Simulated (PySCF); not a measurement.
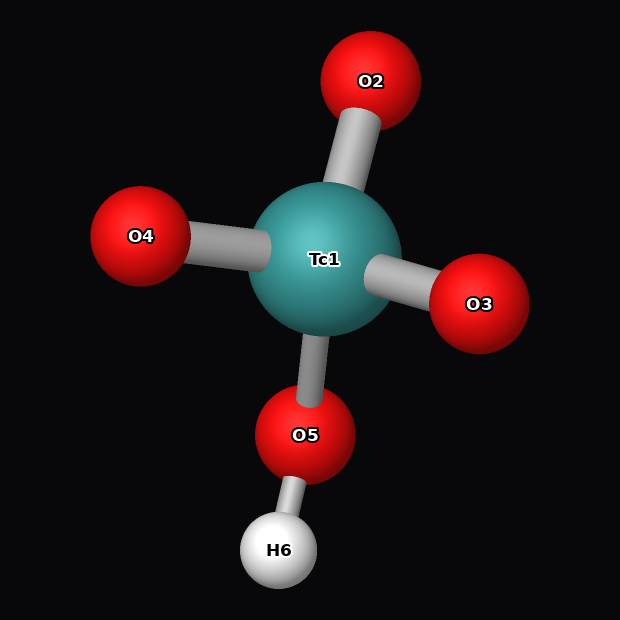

The thickness of each stick grows with its Mayer bond order. The species is neutral and a spin singlet. The geometry was computed by an optimisation with PBE0/def2-SVP with core potentials. Computed with PBE0/def2-SVP, core potentials on Tc (PySCF 2.14.0).

### Which bond has the lowest Mayer bond order?

O5–H6, 0.92, at 0.968 Å.

List the Mayer bond orders of Tc1–O2, Tc1–O3, Tc1–O5, O5–H6 (one bond of each equivalent set).

```json
{"bond": "Tc1–O2", "Mayer order": "1.87", "length (Å)": "1.661"}
{"bond": "Tc1–O3", "Mayer order": "1.88", "length (Å)": "1.663"}
{"bond": "Tc1–O5", "Mayer order": "1.06", "length (Å)": "1.845"}
{"bond": "O5–H6", "Mayer order": "0.92", "length (Å)": "0.968"}
```

The search tried a few shapes and spins; others may lie lower.
